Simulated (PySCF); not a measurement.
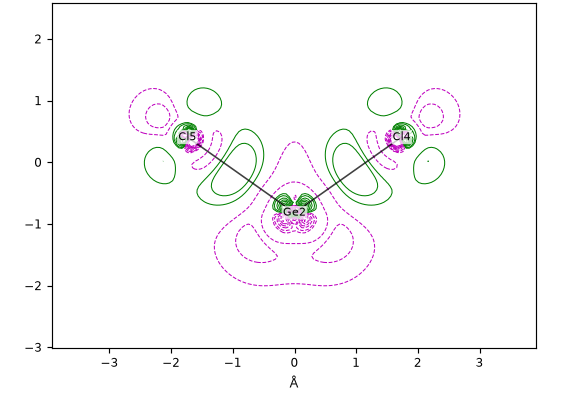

Figure 1: Cl$_{4}$Ge, SMILES `Cl[Ge](Cl)(Cl)Cl`. Deformation density (molecule less spherical, spin-averaged free atoms) in the plane of Ge2, Cl4 and Cl5; contours at ±0.05 to ±0.8 e/Å³; solid green lines: gain, dashed magenta lines: loss.

Method: M06-2X/def2-TZVP; geometry: GFN2-xTB; program: PySCF. No frequency check shows the geometry to be a minimum. GFN2-xTB bond lengths at metals and heavier atoms can be off by up to 0.1 Å and shapes distorted, which carries into these values.

Geometry (Å), atoms numbered from 1:

```
Cl1      1.2283    0.6746    1.6004
Ge2     -0.0002    0.0003    0.0003
Cl3      1.2287   -0.6743   -1.6006
Cl4     -1.2280   -1.6012    0.6741
Cl5     -1.2286    1.6004   -0.6746
```

### How much density has each bond in this plane gained at its critical point, relative to the free atoms?

Ge2–Cl5 and Ge2–Cl4: +0.10 e/Å³ at the bond critical point (bond length 2.13 Å, Mayer order 1.1). In all, 1.1 electrons gather in the regions of gain relative to the promolecule. A small or negative value marks a very polar bond, one between electron-rich atoms, whose free-atom densities already overlap strongly, a long bond to a heavier atom, or a closed-shell contact such as a hydrogen bond.

### Where do the Hirshfeld charges lie?

The highest Hirshfeld charge is on Ge2 (+0.45 e), the lowest on Cl1, Cl3, Cl4 and Cl5 (−0.11 e).
